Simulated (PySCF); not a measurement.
# C2H8P2Si2: what the fields show

```yaml
atoms:
  - { symbol: C, position_ang: [2.2402, -0.7719, -0.3714] }
  - { symbol: C, position_ang: [1.9601, 0.0846, 0.5785] }
  - { symbol: Si, position_ang: [0.1778, 0.1599, 1.2614] }
  - { symbol: P, position_ang: [-1.2841, 1.4528, 0.0538] }
  - { symbol: Si, position_ang: [-2.0890, -0.5113, -0.6056] }
  - { symbol: P, position_ang: [-0.7511, -1.8199, 0.6038] }
  - { symbol: H, position_ang: [1.4474, -1.4185, -0.7807] }
  - { symbol: H, position_ang: [3.1866, -0.9162, -0.7995] }
  - { symbol: H, position_ang: [2.6446, 0.7786, 1.0812] }
  - { symbol: H, position_ang: [-0.1101, 0.4540, 2.6741] }
  - { symbol: H, position_ang: [-1.9961, 1.6316, 1.2669] }
  - { symbol: H, position_ang: [-3.5148, -0.8263, -0.3945] }
  - { symbol: H, position_ang: [-1.9287, -0.5314, -2.0844] }
  - { symbol: H, position_ang: [-1.7056, -1.9104, 1.6494] }
```

Geometry: GFN2-xTB, MD frame at 250 fs, 200 K.

Level of theory: PBE0/pcSseg-1, SCF density, gas phase, non-relativistic (PySCF).

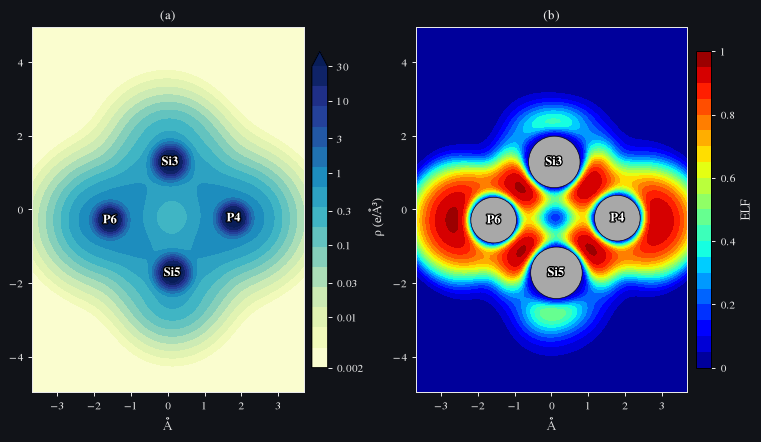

Figure 1. (a) total electron density; (b) ELF on the plane of atoms Si3, P4 and Si5. Grey discs cover the atomic cores in the ELF map.

**What does the map show?**

The section cuts through Si and P sites.
Si–P (2.22 Å): the density is about 0.76 e/Å³ at the midpoint; the ELF peaks at about 0.95 between the atoms (a covalent bond).
Si–P (2.28 Å): ρ is about 0.71 e/Å³ halfway, with its minimum of 0.62 e/Å³ about 0.8 Å from Si; the ELF peaks at about 0.95 between the atoms, as expected for a shared electron pair.
The ELF also peaks beside P4 and P6, away from the bonds: lone-pair regions.

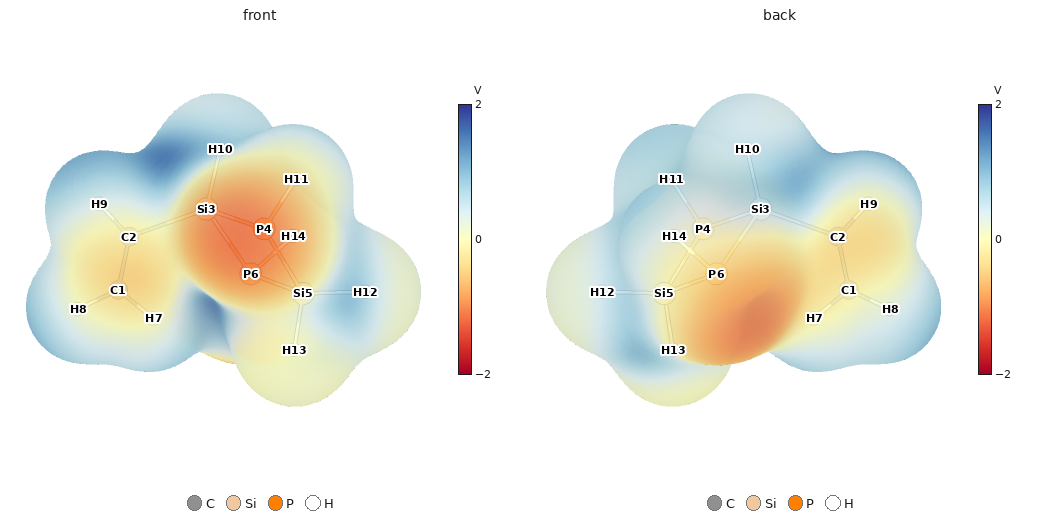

Figure 2. The electrostatic potential painted on the density surface at 0.002 e/bohr³, seen from the front and from behind; red is negative and blue positive.

**Where is the surface potential most negative and most positive?**

The most negative region (about −1.1 V, or −25 kcal/mol for a unit charge) lies over P4, the most positive (about +1.5 V, or +35 kcal/mol for a unit charge) over Si3.
